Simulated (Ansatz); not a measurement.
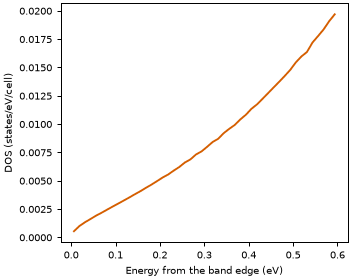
Fig. 1. Density of states of InP (F-43m) above the conduction band minimum, r2SCAN with spin-orbit coupling, rigid bands (Ansatz, a first-principles code); cell volume 51.5 Å³.

Problem. What effective density of states at 300 K does this give (∫ g(E) exp(−E/k_BT) dE, both spins, divided by the cell's size)?

Solution. 5.6e17 cm⁻³, a density-of-states mass of 0.079 mₑ, valleys and band degeneracy included.

Geometry: cell and atoms relaxed with r2SCAN.
